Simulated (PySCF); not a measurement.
**H3NO (hydroxylamine): CISD/STO-6G**

Aim: the energy change on altering one bond length of H3NO (hydroxylamine) at CISD/STO-6G, from 2 runs. Input form: a Python script.

The results are computed with PySCF 2.14.0.

8 further runs of the same task are left out: 8 set aside as unsound or not needed.

### Step 1. The structure to begin with

H3NO: 5 atoms, total charge 0, spin state singlet. SMILES: `NO`. The coordinates come from a PBE0-D4/def2-TZVP relaxation. This is one conformer, not always the lowest.

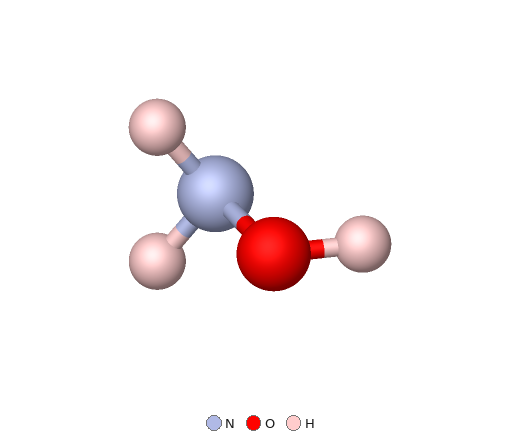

Viewed from a chosen angle; nitrogen light blue, oxygen red, hydrogen pink.

### Step 2. A single-point energy at CISD/STO-6G

Contents of input.py:

```python
# hydroxylamine
from pyscf import gto, ci

mol = gto.M(
    atom='''
N     -0.165120    -0.361290    -0.321170
O      0.364460     0.666040     0.508060
H     -0.162690    -1.190020     0.266770
H     -1.141650    -0.109840    -0.446210
H      1.105010     0.995100    -0.007440
''',
    verbose=3,
    basis='sto-6g',
    max_memory=1860,
    spin=0,
)

mf = mol.RHF()
mf.conv_tol = 1e-10
mf.kernel()
if not mf.converged:
    mf = mf.newton().run(mf.mo_coeff, mf.mo_occ)

cisd = ci.CISD(mf, frozen=2)
cisd.kernel()
e_tot = cisd.e_tot
print(f'total energy: {e_tot:.8f} hartree')
```

Run with:

```
OMP_NUM_THREADS=1 python input.py
```

Output:

```text
converged SCF energy = -130.502674916066
E(RCISD) = -130.6100319280635  E_corr = -0.1073570119970278
total energy: -130.61003193 hartree
```

Run time: 0.82 s. Hardware: 1 thread of Arm Neoverse V1, shared host; peak memory 0.12 GiB.

### Step 3. The distorted shape, same level

Contents of calc.py:

```python
from pyscf import gto, ci

mol = gto.Mole()
mol.atom = '''
N     -1.991418    -1.428967     0.562105
O     -0.990657     0.512405     2.129122
H     -1.986826    -2.995040     1.673150
H     -3.836792    -0.953796     0.325813
H      2.088166     1.880466    -0.014060
'''
mol.basis = 'sto-6g'
mol.charge = 0
mol.verbose = 4
mol.max_memory = 1860
mol.unit = 'bohr'
mol.build()

mf = mol.RHF()
mf.conv_tol = 1e-10
mf.kernel()
if not mf.converged:
    mf = mf.newton().run(mf.mo_coeff, mf.mo_occ)

cisd = ci.CISD(mf, frozen=2)
cisd.kernel()
e_tot = cisd.e_tot
print('E(%s) = %.9f' % ('CISD', e_tot))
```

Run with:

```
OMP_NUM_THREADS=1 python calc.py
```

Output:

```text
PySCF version 2.14.0

[INPUT] num. atoms = 5
[INPUT] num. electrons = 18
[INPUT] charge = 0
[INPUT] spin (= nelec alpha-beta = 2S) = 0
[INPUT] symmetry False subgroup None
[INPUT] Mole.unit = bohr
[INPUT] Symbol           X                Y                Z      unit          X                Y                Z       unit  Magmom
[INPUT]  1 N     -1.053813023016  -0.756176771557   0.297453156144 AA   -1.991418000000  -1.428967000000   0.562105000000 Bohr   0.0
[INPUT]  2 O     -0.524233108238   0.271153048761   1.126682841668 AA   -0.990657000000   0.512405000000   2.129122000000 Bohr   0.0
[INPUT]  3 H     -1.051383041263  -1.584906913794   0.885392850451 AA   -1.986826000000  -2.995040000000   1.673150000000 Bohr   0.0
[INPUT]  4 H     -2.030342889440  -0.504727107067   0.172412814621 AA   -3.836792000000  -0.953796000000   0.325813000000 Bohr   0.0
[INPUT]  5 H      1.105009859818   0.995099753110  -0.007440231586 AA    2.088166000000   1.880466000000  -0.014060000000 Bohr   0.0

nuclear repulsion = 36.436078503946
number of shells = 9
number of NR pGTOs = 78
number of NR cGTOs = 13
basis = sto-6g
ecp = {}

******** <class 'pyscf.scf.hf.RHF'> ********
method = RHF
initial guess = minao
damping factor = 0
level_shift factor = 0
DIIS = <class 'pyscf.scf.diis.CDIIS'>
diis_start_cycle = 1
diis_space = 8
diis_damp = 0
SCF conv_tol = 1e-10
SCF conv_tol_grad = None
SCF max_cycles = 50
direct_scf = True
direct_scf_tol = 1e-13
Set gradient conv threshold to 1e-05
Initial guess from minao.
init E= -130.019770954444
  HOMO = -0.196243214405351  LUMO = -0.0913451529143408  gap/eV = 2.85442
cycle= 1 E= -130.014833481873  delta_E= 0.00494  |g|= 0.525  |ddm|= 2.67
  HOMO = -0.0167666241990645  LUMO = 0.156608578401079  gap/eV = 4.71778
cycle= 2 E= -130.01717092046  delta_E= -0.00234  |g|= 0.572  |ddm|= 2.04
  HOMO = -0.197161613107751  LUMO = 0.0766303699381485  gap/eV = 7.45026
cycle= 3 E= -130.2111913197  delta_E= -0.194  |g|= 0.0327  |ddm|= 1.02
  HOMO = -0.230975661771751  LUMO = 0.108765709343898  gap/eV = 9.24483
cycle= 4 E= -130.211854847263  delta_E= -0.000664  |g|= 0.0102  |ddm|= 0.0775
  HOMO = -0.231890629145398  LUMO = 0.106536851503051  gap/eV = 9.20908
cycle= 5 E= -130.211924687467  delta_E= -6.98e-05  |g|= 0.00334  |ddm|= 0.024
  HOMO = -0.229979910208281  LUMO = 0.103676373678824  gap/eV = 9.07925
cycle= 6 E= -130.211936678029  delta_E= -1.2e-05  |g|= 0.00128  |ddm|= 0.0103
  HOMO = -0.230547505334116  LUMO = 0.104172437220076  gap/eV = 9.10819
cycle= 7 E= -130.211939087947  delta_E= -2.41e-06  |g|= 0.000414  |ddm|= 0.00476
  HOMO = -0.230517035147824  LUMO = 0.10399863197644  gap/eV = 9.10263
cycle= 8 E= -130.21193941483  delta_E= -3.27e-07  |g|= 6.34e-05  |ddm|= 0.00238
  HOMO = -0.230541701274918  LUMO = 0.104034605082045  gap/eV = 9.10429
cycle= 9 E= -130.211939419564  delta_E= -4.73e-09  |g|= 2.11e-05  |ddm|= 0.000247
  HOMO = -0.230545627039583  LUMO = 0.104040366562089  gap/eV = 9.10455
cycle= 10 E= -130.211939420072  delta_E= -5.07e-10  |g|= 4.87e-06  |ddm|= 8.16e-05
  HOMO = -0.230545762125587  LUMO = 0.104040826227363  gap/eV = 9.10456
cycle= 11 E= -130.211939420103  delta_E= -3.07e-11  |g|= 1.41e-06  |ddm|= 2.06e-05
  HOMO = -0.230545738467524  LUMO = 0.104040941365804  gap/eV = 9.10457
Extra cycle  E= -130.211939420104  delta_E= -1.28e-12  |g|= 9.06e-07  |ddm|= 3.34e-06
converged SCF energy = -130.211939420104

******** <class 'pyscf.ci.cisd.RCISD'> ********
CISD nocc = 7, nmo = 11
frozen orbitals 2
max_cycle = 50
direct = 0
conv_tol = 1e-09
max_cycle = 50
max_space = 12
lindep = 0
nroots = 1
Init t2, MP2 energy = -0.194358857467561
RCISD converged
E(RCISD) = -130.4626240684813  E_corr = -0.2506846483773479
E(CISD) = -130.462624068
```

Run time: 0.84 s. Hardware: 1 thread of Arm Neoverse V1, shared host; peak memory 0.12 GiB.

### Step 4. Results

At CISD/STO-6G, 2 core orbitals frozen:

| quantity | value |
| --- | --- |
| first shape: total energy | -130.61003 Eh |
| first shape: dipole moment (Hartree–Fock density) | 0.40 D |
| first shape: HOMO energy (Hartree–Fock orbitals) | -9.29 eV |
| first shape: LUMO energy (Hartree–Fock orbitals) | 14.68 eV |
| first shape: HOMO–LUMO gap (Hartree–Fock orbitals) | 23.98 eV |
| first shape: correlation energy (2 core orbitals frozen) | -107.4 mEh |
| distorted shape: total energy | -130.46262 Eh |
| distorted shape: dipole moment (Hartree–Fock density) | 1.58 D |
| distorted shape: HOMO energy (Hartree–Fock orbitals) | -6.27 eV |
| distorted shape: LUMO energy (Hartree–Fock orbitals) | 2.83 eV |
| distorted shape: HOMO–LUMO gap (Hartree–Fock orbitals) | 9.10 eV |
| distorted shape: correlation energy (2 core orbitals frozen) | -250.7 mEh |
| energy change with the O2–H5 bond stretched from 0.960 to 2.113 Å | 4.011 eV |

**Reading.** One bond (distorted shape) is far stretched, which a spin-restricted single reference describes badly; a broken-symmetry solution may lie lower. With the O2–H5 bond stretched from 0.960 to 2.113 Å the energy rises by 4.01 eV (92 kcal/mol). The first shape isn't relaxed at this level, so the change isn't measured from a minimum. A restricted reference can't describe the breaking bond well at this length. The minimal basis adds a large error of its own. Mulliken charges (distorted shape) of the mean-field density run from -0.30 on N1 to +0.18 on H3; they depend strongly on the basis.
